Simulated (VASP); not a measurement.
Band structure of Cd (hcp). Computed with revPBE GGA, VASP's PBE PAW potentials (set 64) (plane waves; VASP).

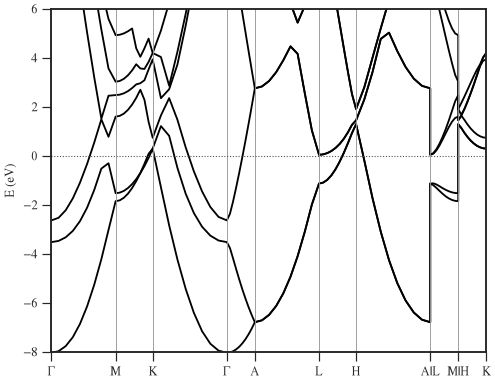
Bands along high-symmetry lines, zero at the valence-band maximum or, without a gap, the Fermi level

Q: Read the plot: is there a gap, and where are the band edges?

A: It has no gap at this level: it comes out as a metal or semimetal. (Edges off the drawn lines would not show.)

The compound is Cd in the hcp structure. It was relaxed first, which changed the volume by +12 %.
